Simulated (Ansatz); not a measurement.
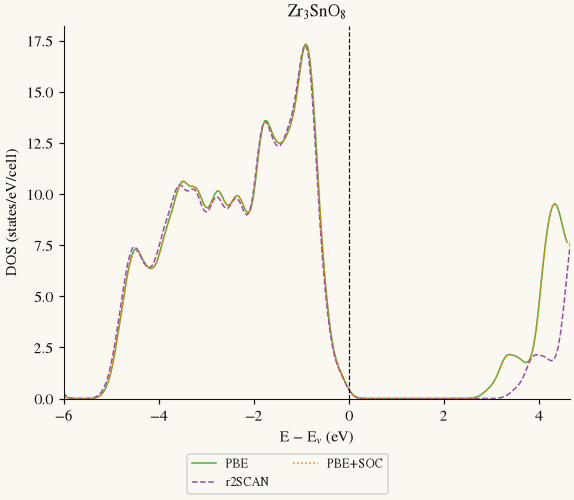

Total densities of states of Zr₃SnO₈, space group Cmmm, 12 atoms in the cell, rutile host type, by three methods on the same cell. The curves are built from the levels of the k mesh with Gaussians 0.3 eV wide, which also blur the band edges. Each is counted from its own valence-band top.

How do the methods compare?

PBE gives a gap of 2.76 eV, r2SCAN gives a gap of 3.33 eV and PBE+SOC gives a gap of 2.77 eV.

Settings. PBE: DFT, PBE, plane waves, PAW, no spin polarisation, 6×6×4 k mesh, 420 eV cutoff, Fermi-Dirac smearing of 0.02 eV (Ansatz). r2SCAN: DFT, r2SCAN, plane waves, PAW, no spin polarisation, 6×6×4 k mesh, 500 eV cutoff (Ansatz). PBE+SOC: DFT, PBE with spin-orbit coupling, plane waves, PAW, 6×6×4 k mesh, 420 eV cutoff (Ansatz).
